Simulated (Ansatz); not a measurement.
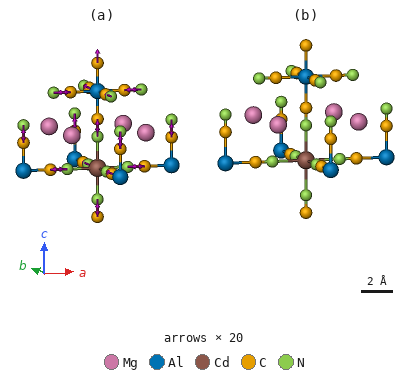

The structure of a crystal of Mg$_{2}$AlCdC$_{6}$N$_{6}$ (a generated structure, set up in Fm-3m) (coarse preliminary run) before (left) and after (right) a relaxation, at one scale. The purple arrows give the displacements (the part carried along by the change of the cell is left out), 20 times their true length.

Style: ball-and-stick. Shown: the atoms within 5.8 Å of the atom that moves most (axes of the conventional cell (4 times the calculation's cell)), slightly off an axis. Lengths and directions refer to the drawn axes.

Method: Ansatz, DFT PBE, scalar-relativistic, plane waves, PAW. Set-up: plane-wave cutoff 420 eV; k-point mesh 4 × 4 × 4; occupations gaussian; smearing width 0.1 eV; collinear spin; cell and atoms relaxed; force threshold 0.04 eV/Å; at most 70 steps.

Q: Summarise the run.

A: The largest moves relative to the cell, 0.057 Å, are those of N atoms. By element the largest moves are N 0.057 Å, C 0.048 Å. Mg and Cd and Al stay in place. The volume changes by +28.5 %, with a = b = c 10.285 → 11.183 Å (+8.7 %). Near-neighbour distances that change, for instance: Cd–N 2.097 → 2.338 Å, Al–C 1.875 → 2.087 Å. The space group stays Fm-3m (No. 225). Over 4 accepted moves (6 points after the start) the energy falls by 239 meV per atom. The largest force component goes from 3.3 to 0.025 eV/Å. The pressure goes from 15.27 to 0.36 GPa. The SCF was repeated twice at an unchanged geometry on a basis and grid sized afresh for the cell, which shifted the energy by 23.0 meV per atom at most. The program noted that the starting moments weren't kept. The run took 2.3 min on 1 thread of Intel(R) Xeon(R) Platinum 8375C CPU @ 2.90GHz (Ice Lake) (shared host), peak memory 0.92 GiB.
